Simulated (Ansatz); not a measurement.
The crystal is H6PbCBr3N (CH3NH3PbBr3).

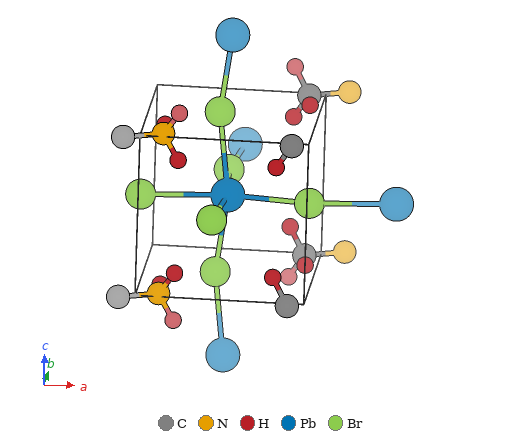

The structure (carbon grey, nitrogen orange, hydrogen red, lead blue, bromine green). Some periodic images of atoms are drawn too.

The structure was built from a prototype and need not be the compound's stable phase.

```
C N H Pb Br
1.0
     5.82132    0.03242    0.00227
     0.03242    5.94042   -0.00472
     0.00227   -0.00472    5.75905
C N H Pb Br
1 1 6 1 3
Direct
  0.90479 0.95403 0.99968
  0.13310 0.05982 0.00040
  0.92826 0.77043 0.99816
  0.22855 0.01464 0.85320
  0.81111 0.00787 0.84348
  0.12459 0.23472 0.00170
  0.81096 0.00601 0.15677
  0.22836 0.01320 0.14692
  0.48457 0.49062 0.49985
  0.41903 0.54452 0.99987
  0.44094 0.98679 0.50015
  0.97567 0.41654 0.49952
```

The structure was relaxed with PBEsol-D3(BJ). The runs that relaxed it are not among those shown. Spin-orbit coupling is left out unless a run names it.

Gaps computed with Ansatz 0.2.0 without a self-energy: PBEsol 2.01 eV and HSE06 2.69 eV. The mean ε∞ by PBEsol perturbation theory is 4.71.

Q: What gap should G0W0 on PBEsol give (4×4×4 mesh, 670 empty bands, screening to 130 eV, PAW set soft_1 files)?

About 3.12 eV: on its mesh the run moves the gap from 2.02 eV by +1.12 eV. Among the scalar-relativistic levels given, HSE06 is nearest (−0.43 eV). One-shot corrections scale roughly with one over ε∞, here 0.21. Bands and cutoff are finite, so the gap is not at the basis limit. The miss can reach some tenths of an eV and take either sign; the mesh is an error of its own. Where an edge is built on 6p states of lead, bismuth or thallium, scalar-relativistic gaps usually stand too wide, by a few tenths to over one eV. The many-body steps are scalar-relativistic: spin-orbit coupling is not in them.

[Paths, hosts, dates, memory and timing lines, banners, echoed tables and standing remarks are left out of the program output.]

[Logs are printed without paths, hosts, clocks, repeated set-up lines and the standing remarks that a program may print on its own settings, such as how far it seeks lower states.]

[Runs of the session that timed out or met a known fault of the program may be left out.]

[Cells called generated may have been cut or substituted from an entry of the Crystallography Open Database or the Materials Project.]

[Hosts, paths, dates, database ids (printed as entryN), source tags and the programs' standing remarks are cut or masked in the printed files.]
